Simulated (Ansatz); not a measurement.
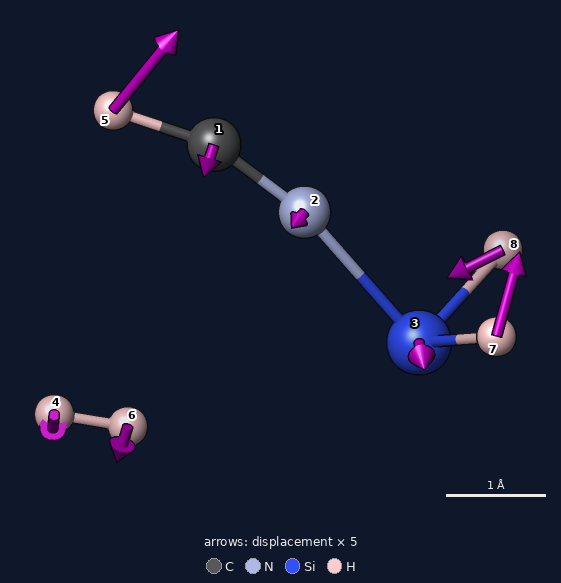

This is a relaxation of CH5NSi. The starting structure is drawn; purple arrows show the displacements, 5 times their true length. The two geometries are superimposed by the best rigid fit.

A ball-and-stick model, seen at a tilt.

It is one of the separated reactants of a reaction.

Level of theory: RKS PBE0-D4/def2-TZVP (Ansatz 0.2.0). (force threshold 0.005 eV/Å; at most 200 steps)

Q: Atoms of which element are displaced furthest, and by how much?

A: Hydrogen: up to 0.23 Å, against 0.09 Å for silicon.

Q: Describe the change and its energy.

A: The energy falls by 8.37 kJ/mol in 14 accepted moves (17 points after the start). The largest force component goes from 1.9 to 0.0016 eV/Å. The line search rejected the trial steps at points 2, 6, 8 of the run. The forces were under the threshold at step 14, but the run went on from there. The largest move after the best rigid fit is that of H5, 0.23 Å. Largest moves by element: H 0.23 Å, Si 0.09 Å, C 0.07 Å, N 0.05 Å. Among the contacts that change: C1–N2 1.178 → 1.148 Å, N2–Si3 1.837 → 1.865 Å, H4–H6 0.772 → 0.750 Å, C1–H5 1.090 → 1.068 Å. Bond angles that change, for instance: N2–C1–H5 161.0° → 178.4°, N2–Si3–H7 93.6° → 90.7°, H7–Si3–H8 99.5° → 97.2°. Cost: 34 s on 2 threads of Arm Neoverse V1, with other jobs on the host.

Limits of the set-up: the start holds two separate molecules, 2.9 Å apart at their closest, whose relative position is a soft coordinate.
